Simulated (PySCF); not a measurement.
# CH4F2Si (SMILES C[SiH](F)F): CAM-B3LYP/6-31G(d) (spherical functions)

What is the vertical ionisation energy of CH4F2Si at CAM-B3LYP/6-31G* (spherical functions)? Input form: a Python script.

Program for the calculation: PySCF 2.14.0.

## Step 1: The structure to begin with

The species is CH4F2Si (8 atoms), meant as a singlet with charge 0. SMILES: `C[SiH](F)F`. Geometry: relaxed at PBE0-D4/def2-TZVP.

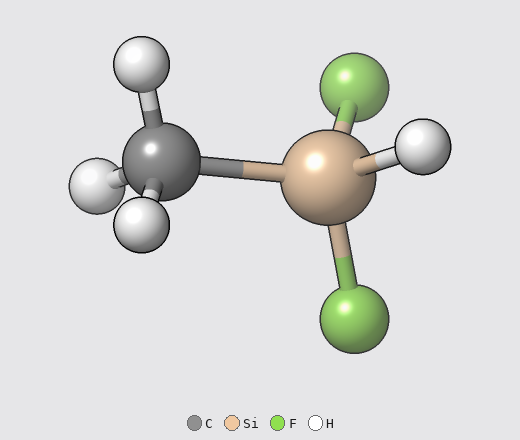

Viewed from a chosen angle; carbon grey, silicon light orange, fluorine green, hydrogen white.

## Step 2: A single-point energy at CAM-B3LYP/6-31G(d) (spherical functions)

calc.py reads:

```python
from pyscf import gto, dft

system = gto.M(
    atom='''
C       -0.387100       0.881700      -0.174700
Si       0.329300      -0.775200       0.180600
F        1.916300      -0.678300       0.226700
F       -0.035400      -1.783900      -0.994000
H       -0.013400       1.269000      -1.125400
H       -0.122700       1.591000       0.613300
H       -1.476800       0.824400      -0.231400
H       -0.118100      -1.385700       1.449000
''',
    charge=0,
    spin=0,
    verbose=4,
    basis='6-31g*',
    max_memory=1860,
)

mf = dft.RKS(system, xc='cam-b3lyp')
mf.conv_tol = 1e-10
mf.grids.level = 4
mf.kernel()
if not mf.converged:
    mf = mf.newton().run(mf.mo_coeff, mf.mo_occ)

energy = mf.e_tot
print('E(%s) = %.9f' % ('CAM-B3LYP', energy))
```

Run with:

```
$ OMP_NUM_THREADS=1 python calc.py
```

What it wrote:

```text
PySCF version 2.14.0

[INPUT] num. atoms = 8
[INPUT] num. electrons = 42
[INPUT] charge = 0
[INPUT] spin (= nelec alpha-beta = 2S) = 0
[INPUT] symmetry False subgroup None
[INPUT] Mole.unit = angstrom
[INPUT] Symbol           X                Y                Z      unit          X                Y                Z       unit  Magmom
[INPUT]  1 C     -0.387100000000   0.881700000000  -0.174700000000 AA   -0.731512982819   1.666171524029  -0.330135153962 Bohr   0.0
[INPUT]  2 Si     0.329300000000  -0.775200000000   0.180600000000 AA    0.622286812819  -1.464915691763   0.341284538096 Bohr   0.0
[INPUT]  3 F      1.916300000000  -0.678300000000   0.226700000000 AA    3.621282172504  -1.281801230292   0.428400912439 Bohr   0.0
[INPUT]  4 F     -0.035400000000  -1.783900000000  -0.994000000000 AA   -0.066896304810  -3.371082433612  -1.878387767818 Bohr   0.0
[INPUT]  5 H     -0.013400000000   1.269000000000  -1.125400000000 AA   -0.025322330069   2.398062452073  -2.126697780586 Bohr   0.0
[INPUT]  6 H     -0.122700000000   1.591000000000   0.613300000000 AA   -0.231869395484   3.006554264183   1.158969032196 Bohr   0.0
[INPUT]  7 H     -1.476800000000   0.824400000000  -0.231400000000 AA   -2.790747540758   1.557890217091  -0.437282625224 Bohr   0.0
[INPUT]  8 H     -0.118100000000  -1.385700000000   1.449000000000 AA   -0.223176655311  -2.618593490810   2.738213154495 Bohr   0.0

nuclear repulsion = 183.047944627282
number of shells = 34
number of NR pGTOs = 148
number of NR cGTOs = 68
basis = 6-31g*
ecp = {}

******** <class 'pyscf.dft.rks.RKS'> ********
method = RKS
initial guess = minao
damping factor = 0
level_shift factor = 0
DIIS = <class 'pyscf.scf.diis.CDIIS'>
diis_start_cycle = 1
diis_space = 8
diis_damp = 0
SCF conv_tol = 1e-10
SCF conv_tol_grad = None
SCF max_cycles = 50
direct_scf = True
direct_scf_tol = 1e-13
XC library pyscf.dft.libxc version 7.0.0
    S. Lehtola, C. Steigemann, M. J.T. Oliveira, and M. A.L. Marques.,  SoftwareX 7, 1–5 (2018)
XC functionals = cam-b3lyp
    T. Yanai, D. P. Tew, and N. C. Handy.,  Chem. Phys. Lett. 393, 51 (2004)
radial grids:
    Treutler-Ahlrichs [JCP 102, 346 (1995); DOI:10.1063/1.469408] (M4) radial grids

becke partition: Becke, JCP 88, 2547 (1988); DOI:10.1063/1.454033
pruning grids: <function nwchem_prune>
grids dens level: 4
symmetrized grids: False
atomic radii adjust function: <function treutler_atomic_radii_adjust>
small_rho_cutoff = 0
Set gradient conv threshold to 1e-05
Initial guess from minao.
tot grids = 178032
init E= -529.880012410289
  HOMO = -0.364304584090771  LUMO = 0.0356406316676594  gap/eV = 10.88306
cycle= 1 E= -529.631294078451  delta_E= 0.249  |g|= 0.773  |ddm|= 2.34
  HOMO = -0.343412719754453  LUMO = 0.103118979834952  gap/eV = 12.15075
cycle= 2 E= -529.596561255592  delta_E= 0.0347  |g|= 0.952  |ddm|=  1.1
  HOMO = -0.386097715747271  LUMO = 0.0975633801745928  gap/eV = 13.16109
cycle= 3 E= -529.735092640248  delta_E= -0.139  |g|= 0.0449  |ddm|= 0.57
  HOMO = -0.390391507646273  LUMO = 0.0992309758317051  gap/eV = 13.32331
cycle= 4 E= -529.735501082194  delta_E= -0.000408  |g|= 0.0199  |ddm|= 0.0483
  HOMO = -0.387856782845069  LUMO = 0.0998822580759593  gap/eV = 13.27206
cycle= 5 E= -529.735602902631  delta_E= -0.000102  |g|= 0.00229  |ddm|= 0.0187
  HOMO = -0.388346823792604  LUMO = 0.099544140631544  gap/eV = 13.27619
cycle= 6 E= -529.735604266706  delta_E= -1.36e-06  |g|= 0.000318  |ddm|= 0.00265
  HOMO = -0.38831570153714  LUMO = 0.0995741781265291  gap/eV = 13.27616
cycle= 7 E= -529.735604299937  delta_E= -3.32e-08  |g|= 7.23e-05  |ddm|= 0.000502
  HOMO = -0.388331998444805  LUMO = 0.0995630818671045  gap/eV = 13.27630
cycle= 8 E= -529.73560430172  delta_E= -1.78e-09  |g|= 9.48e-06  |ddm|= 0.000124
  HOMO = -0.388330852363425  LUMO = 0.0995643868531437  gap/eV = 13.27631
cycle= 9 E= -529.735604301764  delta_E= -4.46e-11  |g|= 1.87e-06  |ddm|= 1.83e-05
  HOMO = -0.38833073766544  LUMO = 0.0995643790524996  gap/eV = 13.27630
Extra cycle  E= -529.735604301762  delta_E= 2.5e-12  |g|= 1.96e-06  |ddm|= 3.07e-06
converged SCF energy = -529.735604301762
E(CAM-B3LYP) = -529.735604302
```

It took 13 s on 1 thread of Arm Neoverse V2, shared host; peak memory 0.35 GiB.

## Step 3: The doublet cation

calc.py reads:

```python
from pyscf import gto, dft

mol = gto.M(
    atom=[
    ('C', (-0.387100, 0.881700, -0.174700)),
    ('Si', (0.329300, -0.775200, 0.180600)),
    ('F', (1.916300, -0.678300, 0.226700)),
    ('F', (-0.035400, -1.783900, -0.994000)),
    ('H', (-0.013400, 1.269000, -1.125400)),
    ('H', (-0.122700, 1.591000, 0.613300)),
    ('H', (-1.476800, 0.824400, -0.231400)),
    ('H', (-0.118100, -1.385700, 1.449000)),
],
    max_memory=1860,
    spin=1,
    verbose=4,
    charge=1,
    basis='6-31g*',
)

calc0 = dft.UKS(mol, xc='cam-b3lyp')
calc0.conv_tol = 1e-10
calc0.grids.level = 4
calc0.kernel()
if not calc0.converged:
    calc0 = calc0.newton().run(calc0.mo_coeff, calc0.mo_occ)

e_tot = calc0.e_tot
print(f'total energy: {e_tot:.8f} hartree')
```

Run with:

```
$ OMP_NUM_THREADS=1 python calc.py
```

What it wrote:

```text
PySCF version 2.14.0

[INPUT] num. atoms = 8
[INPUT] num. electrons = 41
[INPUT] charge = 1
[INPUT] spin (= nelec alpha-beta = 2S) = 1
[INPUT] symmetry False subgroup None
[INPUT] Mole.unit = angstrom
[INPUT] Symbol           X                Y                Z      unit          X                Y                Z       unit  Magmom
[INPUT]  1 C     -0.387100000000   0.881700000000  -0.174700000000 AA   -0.731512982819   1.666171524029  -0.330135153962 Bohr   0.0
[INPUT]  2 Si     0.329300000000  -0.775200000000   0.180600000000 AA    0.622286812819  -1.464915691763   0.341284538096 Bohr   0.0
[INPUT]  3 F      1.916300000000  -0.678300000000   0.226700000000 AA    3.621282172504  -1.281801230292   0.428400912439 Bohr   0.0
[INPUT]  4 F     -0.035400000000  -1.783900000000  -0.994000000000 AA   -0.066896304810  -3.371082433612  -1.878387767818 Bohr   0.0
[INPUT]  5 H     -0.013400000000   1.269000000000  -1.125400000000 AA   -0.025322330069   2.398062452073  -2.126697780586 Bohr   0.0
[INPUT]  6 H     -0.122700000000   1.591000000000   0.613300000000 AA   -0.231869395484   3.006554264183   1.158969032196 Bohr   0.0
[INPUT]  7 H     -1.476800000000   0.824400000000  -0.231400000000 AA   -2.790747540758   1.557890217091  -0.437282625224 Bohr   0.0
[INPUT]  8 H     -0.118100000000  -1.385700000000   1.449000000000 AA   -0.223176655311  -2.618593490810   2.738213154495 Bohr   0.0

nuclear repulsion = 183.047944627282
number of shells = 34
number of NR pGTOs = 148
number of NR cGTOs = 68
basis = 6-31g*
ecp = {}

******** <class 'pyscf.dft.uks.UKS'> ********
method = UKS
initial guess = minao
damping factor = 0
level_shift factor = 0
DIIS = <class 'pyscf.scf.diis.CDIIS'>
diis_start_cycle = 1
diis_space = 8
diis_damp = 0
SCF conv_tol = 1e-10
SCF conv_tol_grad = None
SCF max_cycles = 50
direct_scf = True
direct_scf_tol = 1e-13
number electrons alpha = 21  beta = 20
XC library pyscf.dft.libxc version 7.0.0
    S. Lehtola, C. Steigemann, M. J.T. Oliveira, and M. A.L. Marques.,  SoftwareX 7, 1–5 (2018)
XC functionals = cam-b3lyp
    T. Yanai, D. P. Tew, and N. C. Handy.,  Chem. Phys. Lett. 393, 51 (2004)
radial grids:
    Treutler-Ahlrichs [JCP 102, 346 (1995); DOI:10.1063/1.469408] (M4) radial grids

becke partition: Becke, JCP 88, 2547 (1988); DOI:10.1063/1.454033
pruning grids: <function nwchem_prune>
grids dens level: 4
symmetrized grids: False
atomic radii adjust function: <function treutler_atomic_radii_adjust>
small_rho_cutoff = 0
Set gradient conv threshold to 1e-05
tot grids = 178032
init E= -529.880012410289
[... the frontier-level lines of each cycle are left out ...]

cycle= 1 E= -529.161894053427  delta_E= 0.718  |g|= 0.569  |ddm|= 1.65
cycle= 2 E= -529.023332204606  delta_E= 0.139  |g|= 0.907  |ddm|= 1.02
cycle= 3 E= -529.300370069756  delta_E= -0.277  |g|= 0.0425  |ddm|= 0.563
cycle= 4 E= -529.301324002982  delta_E= -0.000954  |g|= 0.0171  |ddm|= 0.0527
cycle= 5 E= -529.301518650142  delta_E= -0.000195  |g|= 0.00675  |ddm|= 0.0212
cycle= 6 E= -529.301555433568  delta_E= -3.68e-05  |g|= 0.00187  |ddm|= 0.00735
cycle= 7 E= -529.301566042827  delta_E= -1.06e-05  |g|= 0.000777  |ddm|= 0.00549
cycle= 8 E= -529.301568278941  delta_E= -2.24e-06  |g|= 0.000353  |ddm|= 0.00234
cycle= 9 E= -529.301569039741  delta_E= -7.61e-07  |g|= 0.000185  |ddm|= 0.00162
cycle= 10 E= -529.301569180165  delta_E= -1.4e-07  |g|= 0.000157  |ddm|= 0.000715
cycle= 11 E= -529.301569218274  delta_E= -3.81e-08  |g|= 4.3e-05  |ddm|= 0.000387
cycle= 12 E= -529.301569224463  delta_E= -6.19e-09  |g|= 2.82e-05  |ddm|= 0.000183
cycle= 13 E= -529.301569225232  delta_E= -7.69e-10  |g|= 9.03e-06  |ddm|= 4.82e-05
cycle= 14 E= -529.301569225498  delta_E= -2.66e-10  |g|= 3.84e-06  |ddm|= 3.47e-05
cycle= 15 E= -529.301569225533  delta_E= -3.56e-11  |g|= 1.2e-06  |ddm|= 1.49e-05
Extra cycle  E= -529.301569225539  delta_E= -5.68e-12  |g|= 9.18e-07  |ddm|= 2.95e-06
converged SCF energy = -529.301569225539  <S^2> = 0.75935187  2S+1 = 2.0093301
total energy: -529.30156923 hartree
```

Wall time 29 s (1 thread of Arm Neoverse V2, shared host); peak memory 0.36 GiB.

## Step 4: Outcome

Level: CAM-B3LYP/6-31G* (spherical functions).

| quantity | value |
| --- | --- |
| singlet CH4F2Si: total energy | -529.73560 Eh |
| singlet CH4F2Si: dipole moment | 2.07 D |
| singlet CH4F2Si: HOMO energy | -10.57 eV |
| singlet CH4F2Si: LUMO energy | 2.71 eV |
| singlet CH4F2Si: HOMO–LUMO gap | 13.28 eV |
| doublet cation: total energy | -529.30157 Eh |
| doublet cation: HOMO energy (highest over α and β) | -18.88 eV |
| doublet cation: LUMO energy (lowest over α and β) | -13.04 eV |
| doublet cation: ⟨S²⟩ | 0.759 |
| vertical ionisation energy (to the doublet cation) | 11.811 eV |

**Reading.** The vertical ionisation energy comes to 11.81 eV (1140 kJ/mol). The negative HOMO energy of the first species, 10.57 eV, lies 1.24 eV below that difference. Mulliken charges (singlet CH4F2Si) run from -0.71 on C1 to +1.04 on Si2; they depend strongly on the basis. Mulliken charges (doublet cation) run from -0.66 on C1 to +1.12 on Si2; they depend strongly on the basis.
